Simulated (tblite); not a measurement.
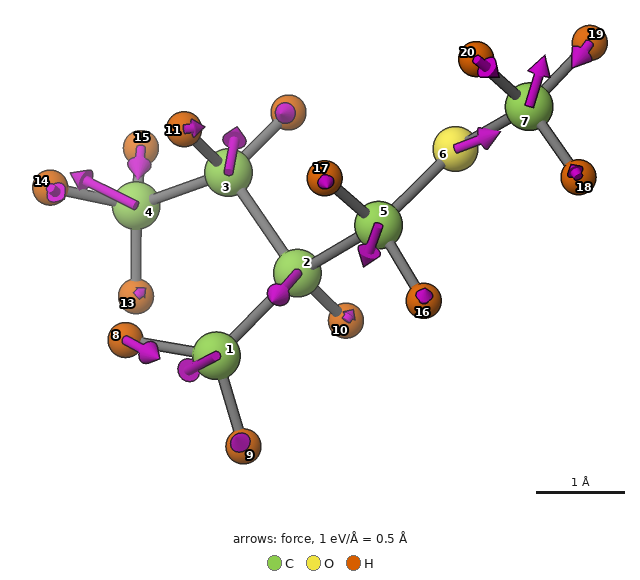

Starting geometry of C6H13O (multiplicity 2) with the computed forces as purple arrows. The picture is a ball-and-stick view, seen at a tilt.

Method: tblite 0.8.0, GFN2-xTB geometry optimisation, gas phase. 

Q: What follows when this structure is relaxed?

A: It isn't relaxed: the largest force vector, on a C atom, is 2.19 eV/Å. The final displacements have little in common with the starting forces (cosine between the two patterns 0.24). Over 103 geometry steps the energy falls by 73.3 kJ/mol. The largest move after the best rigid fit is that of an H atom, 1.25 Å. By element the largest moves are H 1.25 Å, C 0.25 Å, O 0.10 Å. Near-neighbour distances that change, for instance: C–H 1.117 → 1.073 Å, C–C 1.490 → 1.533 Å, C–H 1.132 → 1.098 Å, C–C 1.503 → 1.472 Å. Bond angles that change, for instance: C–C–H 109.2° → 120.3°, C–C–H 113.4° → 120.8°, C–C–H 115.0° → 109.1°. Groups turn about C–C by about 55°.
